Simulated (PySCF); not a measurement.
# [SH3]+: structure of the singlet

Where does singlet [SH3]+ go from a trigonal pyramidal start, is the end point a minimum, and what are its modes, charges and moments?

Program: PySCF 2.14.0. Level of theory: PBE0, basis S def2-TZVP, H def2-TZVP, no relativity, density fitting. These are calculated values, not measurements.

## 1. Starting geometry

4 atoms, charge 1, spin multiplicity 1.

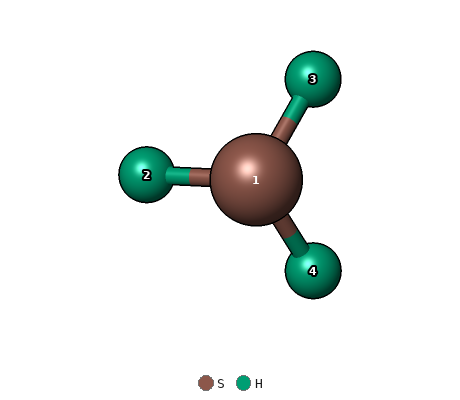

The starting geometry (sulfur brown, hydrogen teal); atoms are numbered from 1 in the order of the file.

Z-matrix (Å, degrees; charge 1 multiplicity 1):
```
S
H  1 1.3230
H  1 1.3230 2 99.75
H  1 1.3230 2 99.75 3 -101.76
```

## 2. First SCF at the start

One driver script runs all steps and calls PySCF; scf.py shows how it sets up the SCF of each step. The optimiser is the driver's own. After this first run the driver tries any further starts and a stability analysis.

scf.py

```python
from pyscf import gto, scf, dft
mol = gto.M(atom='''
S      0.000000     0.000000     0.000000
H      1.168100     0.000000     0.621100
H     -0.584100     1.011600     0.621100
H     -0.584100    -1.011600     0.621100''',
    basis={'S': 'def2-TZVP', 'H': 'def2-TZVP'},
    charge=1, spin=0)
mf = dft.RKS(mol, xc='PBE0')
mf.grids.atom_grid = (50, 194)
aux = {'S': 'def2-universal-JKFIT', 'H': 'def2-universal-JKFIT'}
mf = mf.density_fit(auxbasis=aux)
mf.conv_tol = 1e-08
mf.diis_space = 10
mf.max_cycle = 60
mf.init_guess = 'minao'
mf.verbose = 4
mf.kernel()
```

Started as:

```bash
OMP_NUM_THREADS=2 python axn.py task.json out
```

Log:

```text
init E= -399.856749442372
  HOMO = -0.375497302190194  LUMO = -0.0141880405706278  gap/eV = 9.83173
cycle= 1 E= -399.52432368761  delta_E= 0.332  |g|= 0.19  |ddm|= 1.21
  HOMO = -0.68201456660341  LUMO = -0.27584093280522  gap/eV = 11.05255
cycle= 2 E= -399.53534981081  delta_E= -0.011  |g|= 0.108  |ddm|= 0.306
  HOMO = -0.657374319785891  LUMO = -0.253436944867244  gap/eV = 10.99170
cycle= 3 E= -399.537650558398  delta_E= -0.0023  |g|= 0.0133  |ddm|= 0.0949
  HOMO = -0.656104032008901  LUMO = -0.250656177350679  gap/eV = 11.03280
cycle= 4 E= -399.537673609342  delta_E= -2.31e-05  |g|= 0.00285  |ddm|= 0.00887
  HOMO = -0.655423312860254  LUMO = -0.250340955045451  gap/eV = 11.02285
cycle= 5 E= -399.53767555285  delta_E= -1.94e-06  |g|= 0.00104  |ddm|= 0.00242
  HOMO = -0.655583889336352  LUMO = -0.250409045069807  gap/eV = 11.02537
cycle= 6 E= -399.537675818456  delta_E= -2.66e-07  |g|= 2.37e-05  |ddm|= 0.000734
  HOMO = -0.655579881025606  LUMO = -0.250403421401575  gap/eV = 11.02541
cycle= 7 E= -399.537675818674  delta_E= -2.17e-10  |g|= 8.51e-06  |ddm|= 3.11e-05
  HOMO = -0.655583408875387  LUMO = -0.250405383490689  gap/eV = 11.02546
Extra cycle  E= -399.537675818682  delta_E= -8.41e-12  |g|= 7.18e-06  |ddm|= 1.37e-05
converged SCF energy = -399.537675818682
```

This step, with its further starts and checks, ran for 1.1 s (2 threads of Arm Neoverse V1, shared host).

The test of internal stability found no lower closed-shell solution.

## 3. Relaxing the singlet from the trigonal pyramidal start

The program finds C3v symmetry in the start, which this walk keeps. The walk stops when the largest gradient is under 0.0003 Eh/bohr and the energy has settled too.

Changes to scf.py since step 2:

```diff
@@ -3,4 +3,4 @@
-S      0.000000     0.000000     0.000000
-H      1.168100     0.000000     0.621100
-H     -0.584100     1.011600     0.621100
-H     -0.584100    -1.011600     0.621100''',
+S      0.000001     0.000000    -0.053661
+H      1.168104    -0.000000     0.567460
+H     -0.584067     1.011617     0.567429
+H     -0.584067    -1.011617     0.567429''',
@@ -16 +15,0 @@
-mf.init_guess = 'minao'
```

Energy and gradient, step by step:

| step | energy (Eh) | change (kJ/mol) | largest symmetric gradient (Eh/bohr) |
| --- | --- | --- | --- |
| 0 | -399.537676 | 0.00 | 0.04154 |
| 1 | -399.541178 | -9.19 | 0.00357 |
| 2 | -399.541201 | -9.25 | 0.00032 |
| 3 | -399.541201 | -9.26 | 0.00003 |

The walk took 1.4 s.

Geometry (Å) and forces (eV/Å) at some steps:

```
step 0
S    0.000   0.000  -0.054   0.001   0.000  -2.136
H    1.168   0.000   0.567   0.593   0.000   0.712
H   -0.584   1.012   0.567  -0.297   0.513   0.712
H   -0.584  -1.012   0.567  -0.297  -0.513   0.712
step 1
S    0.000   0.000  -0.125   0.001   0.000  -0.183
H    1.149   0.000   0.591   0.048   0.000   0.061
H   -0.574   0.995   0.591  -0.024   0.041   0.061
H   -0.574  -0.995   0.591  -0.024  -0.041   0.061
step 2
S    0.000   0.000  -0.132   0.001   0.000   0.016
H    1.147   0.000   0.594   0.003   0.000  -0.006
H   -0.573   0.993   0.594  -0.002   0.002  -0.005
H   -0.573  -0.993   0.594  -0.002  -0.002  -0.005
step 3
S    0.000   0.000  -0.131   0.001   0.000  -0.001
H    1.147   0.000   0.593   0.002   0.000   0.000
H   -0.574   0.994   0.593  -0.001   0.001   0.001
H   -0.574  -0.994   0.593  -0.001  -0.001   0.001
```

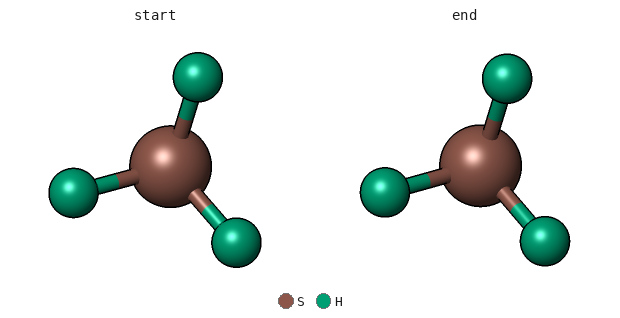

The geometry along the walk, at one scale.

It settles in C3v symmetry, 9.3 kJ/mol below the start, after 3 steps: S–H 1.357 Å (×3); H–S–H 94.1° (×3).

## 4. Frequencies

The point is checked on the finer grid, and tightened if its gradient asks for it. The Hessian and the dipole derivatives come from central differences of analytic gradients, with steps of 0.02 bohr.

Changes to scf.py since step 3:

```diff
@@ -3,4 +3,4 @@
-S      0.000001     0.000000    -0.053661
-H      1.168104    -0.000000     0.567460
-H     -0.584067     1.011617     0.567429
-H     -0.584067    -1.011617     0.567429''',
+S      0.000001     0.000000    -0.062622
+H      1.147280    -0.000000     0.662222
+H     -0.573657     0.993584     0.662192
+H     -0.573657    -0.993584     0.662192''',
@@ -10 +10 @@
-mf.grids.atom_grid = (50, 194)
+mf.grids.atom_grid = (75, 302)
@@ -13 +13 @@
-mf.conv_tol = 1e-08
+mf.conv_tol = 1e-10
```

The driver hands on the density of the step before, so the log starts near convergence.

SCF at the final geometry:

```text
init E= -399.541210262406
  HOMO = -0.668954715190694  LUMO = -0.260683461597426  gap/eV = 11.10963
cycle= 1 E= -399.541210262406  delta_E= -8.53e-13  |g|= 4.26e-06  |ddm|= 7.47e-06
  HOMO = -0.6689560453216  LUMO = -0.260684284800057  gap/eV = 11.10964
Extra cycle  E= -399.541210262407  delta_E= -1.02e-12  |g|= 3.5e-06  |ddm|= 5.97e-06
converged SCF energy = -399.541210262407
```

The whole step took 5.5 s.

Geometry: C3v; S–H 1.357 Å (×3); H–S–H 94.1° (×3).

Harmonic modes (main isotopes):

```csv
symmetry,ω (cm⁻¹),IR (km/mol)
a1,1053,13.1
e,1216,1.5
a1,2629,60.5
e,2634,191
```

Every mode is real; the point is a minimum.

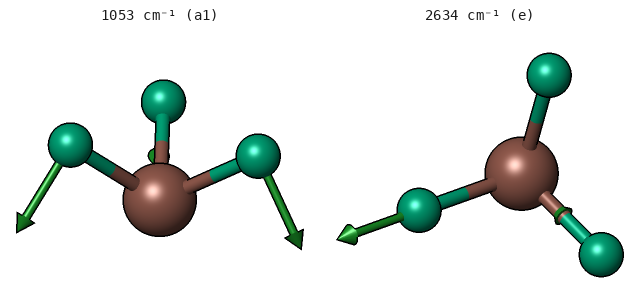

How the atoms move in 2 of the modes.

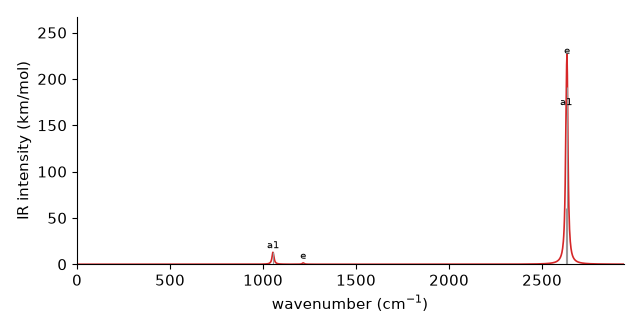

The harmonic infrared spectrum (widths in cm⁻¹). Lines are broadened to a width of 12 cm⁻¹ (Lorentzian).

Properties at this point:

```
Dipole moment about the centre of mass                          : 1.85 D
Highest occupied level                                          : -18.20 eV
Lowest empty level                                              : -7.09 eV
Rotational constants                                            : 4.899, 4.899, 4.236 cm⁻¹
Zero-point energy                                               : 68.1 kJ/mol
Principal polarisabilities                                      : 15.1, 16.8, 16.8 bohr³
Principal traceless quadrupole moments about the centre of mass : -1.86, 0.93, 0.93 D Å
Entropy at 298.15 K and 1 bar                                   : 209.2 J/(mol K)
Heat capacity Cp at 298.15 K                                    : 36.3 J/(mol K)
Enthalpy at 298.15 K above 0 K                                  : 10.08 kJ/mol
Rotational symmetry number                                      : 3
```

Charges (e) and bond orders:

```
  atom  Mulliken  Löwdin  polar tensor  Mayer order to S1
    S1      0.12    0.63          0.41                  –
H2,3,4      0.29    0.12          0.20               0.90
```

Outer orbital energies (eV). occupied: -227.59, -171.37, -171.37, -171.25, -30.33, -20.88, -20.88, -18.20; empty: -7.09, -7.09, -5.92, -1.09.

Mulliken populations on S1: s 5.82, p 9.91, d 0.14, f 0.01.

## 5. Results

| quantity | value |
| --- | --- |
| minimum | singlet, C3v |
| geometry | S–H 1.357 Å (×3); H–S–H 94.1° (×3) |
| wavenumbers (cm⁻¹) | 1053 (a1), 1216 (e), 2629 (a1), 2634 (e) |
| dipole moment (centre of mass) | 1.85 D |
| highest occupied, lowest empty level | -18.20, -7.09 eV |
| polar-tensor charge of S1 | +0.41 e |
| zero-point energy | 68.1 kJ/mol |
| entropy at 298.15 K | 209.2 J/(mol K) |

The trigonal pyramidal start keeps its C3v symmetry and ends in a minimum. The strongest infrared band lies at 2634 cm⁻¹ (e, stretch). Other starts or spin states, not run here, may lie lower.

The search up to here took 8.1 s.
